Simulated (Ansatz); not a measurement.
# CdSe, pressure series

Start from CdSe in the wurtzite structure (space group P6_3mc, No. 186).

```
CELL_PARAMETERS angstrom
      4.24755     0.00000     0.00000
     -2.12377     3.67848     0.00000
      0.00000     0.00000     6.94096
ATOMIC_POSITIONS crystal
  Cd 0.33333 0.66667 0.00031
  Cd 0.66667 0.33333 0.50031
  Se 0.33333 0.66667 0.37569
  Se 0.66667 0.33333 0.87569
```

Cell and atoms are relaxed at each pressure.

The values are results of LDA in Ansatz (plane waves to 420 eV, PAW, no spin-orbit coupling), not measurements.

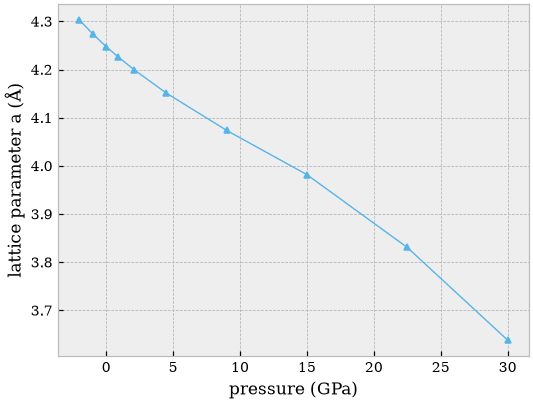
*Lattice parameter a against pressure*

Task: From the plot, what is the lattice parameter a for pressure −2 GPa?

Result: About 4.30 Å.

Task: Is the trend monotonic over the range shown?

Result: Yes, it falls throughout, spanning 3.638 Å to 4.303 Å.

Load acts through the strain it causes; cell and atoms are relaxed under it. Whether these cells are dynamically stable was not tested. Measured, CdSe leaves this structure (for rock salt) near 2.72 GPa (temperature not stated; as listed in Datta, Sujoy, Jana, Debnarayan, arXiv (2020)), on rising pressure, with hysteresis.

Ansatz is a program for electronic structure.
